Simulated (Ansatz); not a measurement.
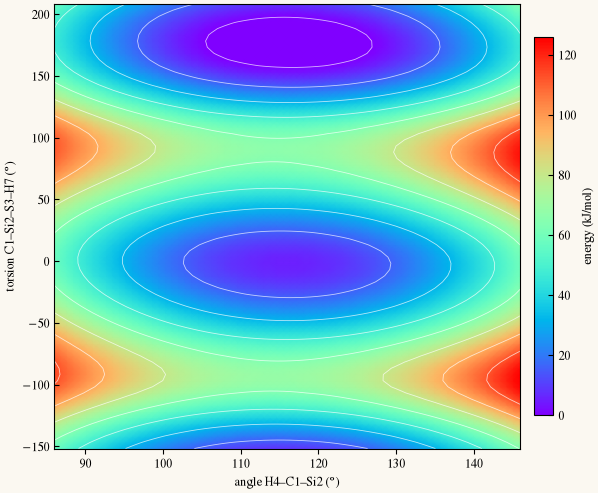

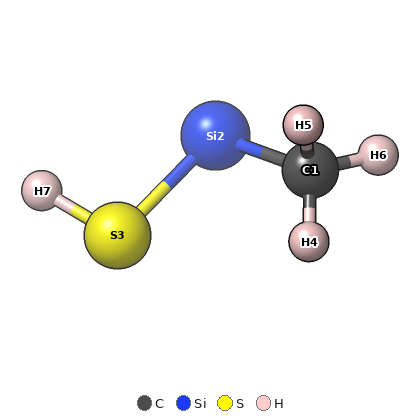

Energy landscape of CH₄SSi, SMILES C[Si]S. 
- Two internal coordinates are moved rigidly from the geometry relaxed at PBE0-D4/def2-TZVP, all others fixed.
- First axis: angle H4–C1–Si2. Second axis: torsion C1–Si2–S3–H7.
- The scan uses a 7 × 7 grid.
- Points are written as (first, second).
- Energies are in kJ/mol, from the lowest grid point.
- Level of theory: Ansatz 0.2.0, RKS PBE-D4/def2-TZVPP.

Drawn: a smooth colour map with a few white contour lines. Between grid points the surface is interpolated. The second picture is the structure at the lowest point.

> Where are the wells?

The lowest grid point is at (116°, 157°). The bottom of the well lies between grid points, at about (116°, 180°), about 7.1 kJ/mol lower on the interpolated surface. A higher local minimum lies near (116°, 3°) (6 kJ/mol above the lowest at that grid point). The highest grid point, (146°, −100°), lies 126 kJ/mol above the lowest. On the interpolated surface the easiest way out of the lowest well to the well at (116°, 3°) passes a barrier of about 73 kJ/mol, counted from the interpolated bottom of the well. Round the minimum the two coordinates are nearly uncoupled.

The input of one point:

```yaml
crystal:
  periodic: [false, false, false]
  atoms:
    - {symbol: C, position_ang: [-0.832860, 0.619891, -0.259256]}
    - {symbol: Si, position_ang: [0.524565, 0.221719, 1.009429]}
    - {symbol: S, position_ang: [1.327947, -1.447788, -0.043825]}
    - {symbol: H, position_ang: [-1.182736, -0.218620, -0.865066]}
    - {symbol: H, position_ang: [-0.416463, 1.374828, -0.940392]}
    - {symbol: H, position_ang: [-1.686630, 1.089224, 0.237039]}
    - {symbol: H, position_ang: [2.550955, -1.408000, 0.512227]}
basis:
  gaussian: {orbitals: def2-TZVPP}
hamiltonian: {xc: pbe, dispersion: d4}
```
